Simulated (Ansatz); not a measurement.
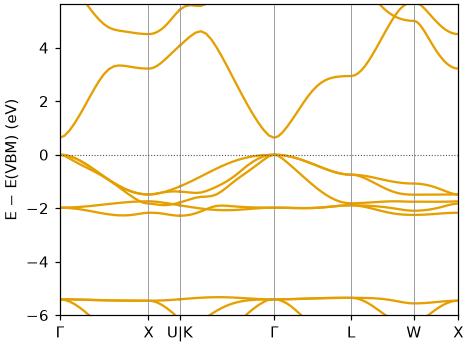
Fig. 1. Band structure from DFT-LDA in the program Ansatz with PAW potentials

Task: Read off the gap and where the band edges lie.

Result: About 0.6 eV (0.63 eV by a search for the band edges); maximum at Γ, minimum at Γ.

The material is CuCl (zinc blende, space group No. 216).

Space group F-43m (zinc blende). Symmetry was held in the LDA relaxation; phonons on a q-mesh show no instability. The run is not spin-polarised.

Potentials: the later of the program's two PAW sets.
